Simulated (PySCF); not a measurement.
## Run report: C₆H₆F₂, NMR shielding calculation

- system: C₆H₆F₂, SMILES CC(C)=C1C(F)=C1F
- method: GIAO PBE0/pcSseg-1 NMR shielding, non-relativistic, gas phase (PySCF 2.14.0)

The geometry comes from this level: GFN2-xTB. Figures and captions count atoms from 1; the log counts them from 0 in places.

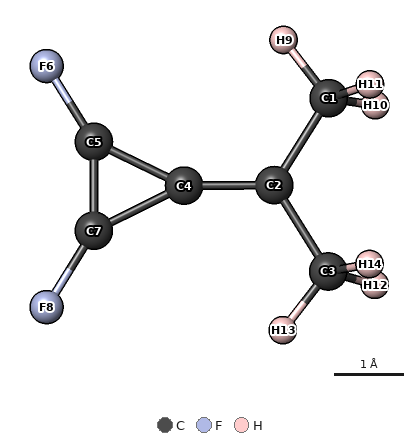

Fig. 1: The structure (ball-and-stick view, seen at a tilt; atoms are numbered from 1 in the order of the input).

## Summary

- outcome: converged
- total energy: −431.277102 hartree
- HOMO: −5.89 eV
- LUMO: 0.35 eV
- dipole moment: 0.40 D
- isotropic shielding, C: 59.3 to 164.9 ppm
- isotropic shielding, F: 305.8 to 305.9 ppm
- isotropic shielding, H: 29.9 to 30.0 ppm
- hardware: 1 CPU thread, shared host
- wall time: 64 s
- peak memory: 0.74 GiB

## Input
```
{"job": {"kind": "nmr", "xc": "PBE0", "basis": "pcSseg-1"}, "charge": 0, "multiplicity": 1}
C     -1.207980    -0.639202     1.089634
C     -0.400134     0.042956     0.022390
C     -1.157114     0.897398    -0.954283
C      0.902824    -0.099056    -0.053063
C      2.194199    -0.635156     0.393634
F      2.856680    -1.384242     1.250641
C      2.217861     0.152916    -0.655112
F      2.919958     0.753226    -1.593909
H     -0.571400    -1.230065     1.741769
H     -1.951465    -1.294557     0.637109
H     -1.736193     0.099793     1.691199
H     -1.898818     0.298569    -1.481595
H     -0.485916     1.343617    -1.682217
H     -1.683181     1.693330    -0.428361
```

The first line tells a small driver script what to run in PySCF; the rest is the geometry in Å.

Launched with:
```bash
OMP_NUM_THREADS=1 python <driver script> task.json out
```

## Log
```
coarse grid: 12408 points
cycle   1  E = -431.1215487805  dE =  1.429e+00  |g| = 6.640e-01  |ddm| = 3.583e+00
cycle   2  E = -430.9987561087  dE =  1.228e-01  |g| = 1.014e+00  |ddm| = 1.533e+00
cycle   3  E = -431.2126309371  dE = -2.139e-01  |g| = 1.314e-01  |ddm| = 9.987e-01
cycle   4  E = -431.2158285189  dE = -3.198e-03  |g| = 5.397e-02  |ddm| = 1.401e-01
cycle   5  E = -431.2164790208  dE = -6.505e-04  |g| = 1.011e-02  |ddm| = 5.219e-02
cycle   6  E = -431.2164997950  dE = -2.077e-05  |g| = 3.744e-03  |ddm| = 1.443e-02
cycle   7  E = -431.2165029533  dE = -3.158e-06  |g| = 4.333e-04  |ddm| = 3.088e-03
final grid: 122688 points
cycle   8  E = -431.2770903400  dE = -3.508e-05  |g| = 7.047e-03  |ddm| = 3.101e-02
cycle   9  E = -431.2770846682  dE =  5.672e-06  |g| = 9.098e-03  |ddm| = 1.330e-02
cycle  10  E = -431.2771020715  dE = -1.740e-05  |g| = 1.310e-03  |ddm| = 8.078e-03
cycle  11  E = -431.2771023380  dE = -2.666e-07  |g| = 1.568e-04  |ddm| = 1.076e-03
cycle  12  E = -431.2771023409  dE = -2.848e-09  |g| = 1.018e-04  |ddm| = 2.528e-04
cycle  13  E = -431.2771023433  dE = -2.426e-09  |g| = 3.031e-05  |ddm| = 1.236e-04
cycle  14  E = -431.2771023435  dE = -2.062e-10  |g| = 4.883e-06  |ddm| = 2.984e-05
```

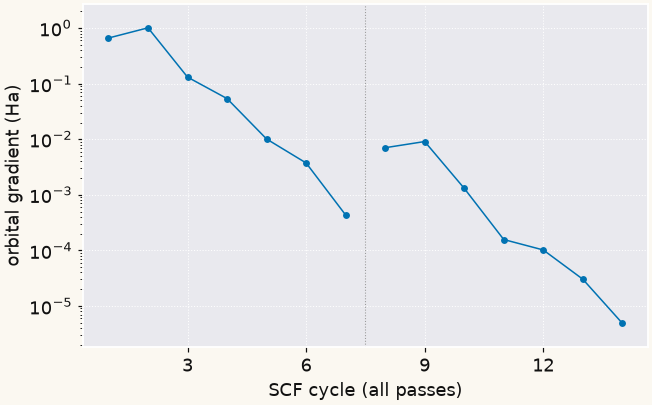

Fig. 2: Convergence of the self-consistent field: orbital gradient against the SCF cycle. The dotted line marks the change from a coarse to the final integration grid. The first 7 cycles use a coarse grid, the final grid takes over at cycle 8, and the field converges after 14 cycles in all.

```
converged SCF energy = -431.2771023435

GIAO shielding tensors (ppm)
atom      isotropic    diamagn.    paramagn.     s11        s22        s33       span
  0 C      164.910     245.695     -80.785    153.048    155.285    186.398     33.350
  1 C      106.186     260.624    -154.438     38.216    111.419    168.922    130.706
  2 C      164.869     245.710     -80.841    152.916    155.289    186.402     33.487
  3 C       60.353     251.233    -190.879    -30.381     91.421    120.020    150.401
  4 C       59.357     257.418    -198.061     -2.621     82.532     98.162    100.784
  5 F      305.815     470.853    -165.038    133.563    332.049    451.835    318.272
  6 C       59.253     257.433    -198.181     -2.670     82.531     97.896    100.567
  7 F      305.912     470.869    -164.956    133.541    331.944    452.252    318.710
  8 H       29.944      30.540      -0.595     25.475     29.219     35.140      9.665
  9 H       30.032      29.172       0.861     26.228     27.711     36.158      9.931
 10 H       30.031      29.173       0.858     26.227     27.709     36.158      9.930
 11 H       30.034      29.180       0.854     26.234     27.711     36.156      9.922
 12 H       29.948      30.551      -0.604     25.475     29.231     35.137      9.662
 13 H       30.031      29.180       0.852     26.231     27.708     36.154      9.923
```

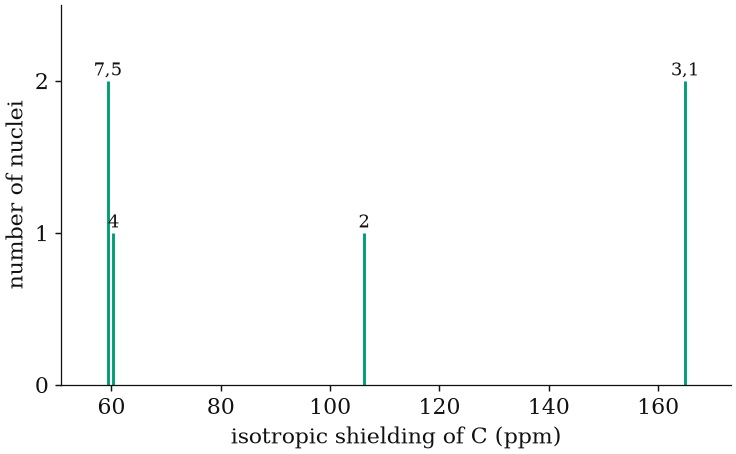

Fig. 3: Isotropic shieldings of the carbon nuclei in this fixed geometry, labelled by atom number; shielding grows to the right, so chemical shift grows to the left. The least shielded is C7 (59.3 ppm), the most shielded C1 (164.9 ppm).

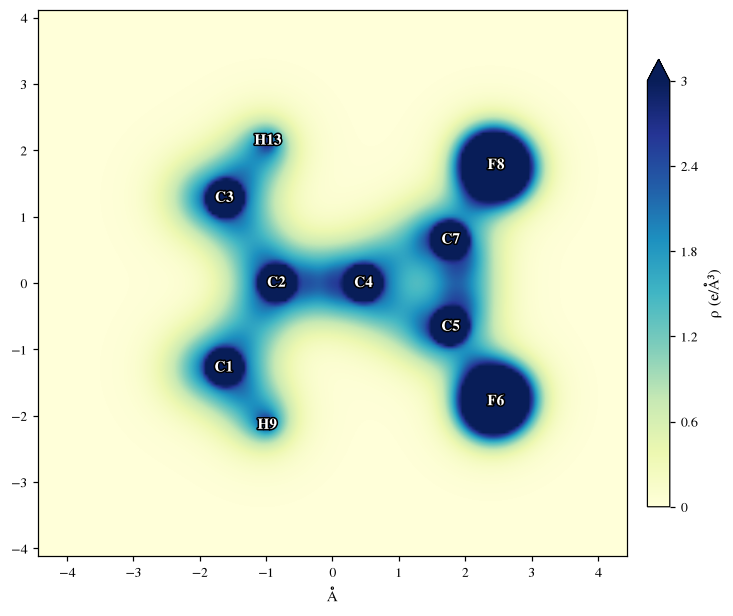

Fig. 4: Electron density on the plane of atoms F6, C5 and C7. The section cuts through C, F and H sites. C–C (1.31 Å): ρ is about 2.2 e/Å³ halfway. C–F (1.32 Å): ρ is about 2.4 e/Å³ halfway. C–H (1.09 Å): ρ at the midpoint is about 2 e/Å³. C–C (1.47 Å): ρ at the midpoint is about 1.7 e/Å³.

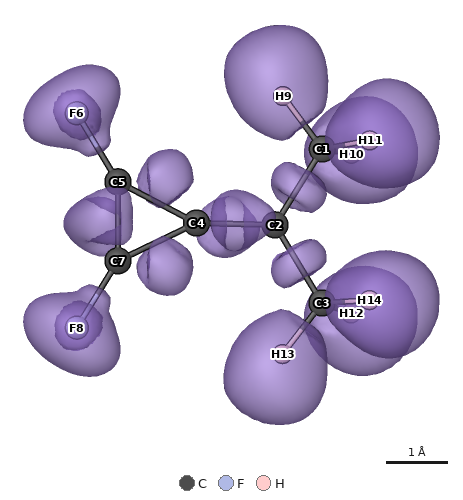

Fig. 5: Isosurface of the electron localisation function at 0.75 (purple), seen at a tilt. Core shells and regions of very low density are left out. Profiles from the grid: C–C (1.31 Å): the ELF peaks at about 0.80 between the atoms; a multiple bond by its length, whose ELF region spreads away from the axis.

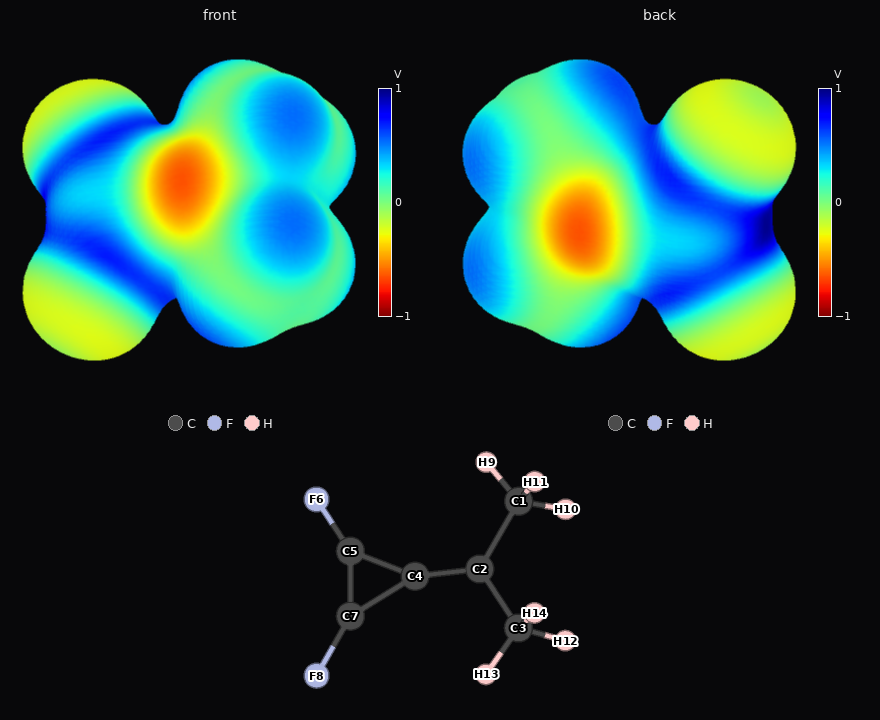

Fig. 6: The molecular electrostatic potential painted on the density surface at 0.002 e/bohr³, seen at a tilt and from behind; red is negative and blue positive. The bare structure is drawn below in the same view. A positive charge is drawn to the negative regions and a negative charge to the positive ones.
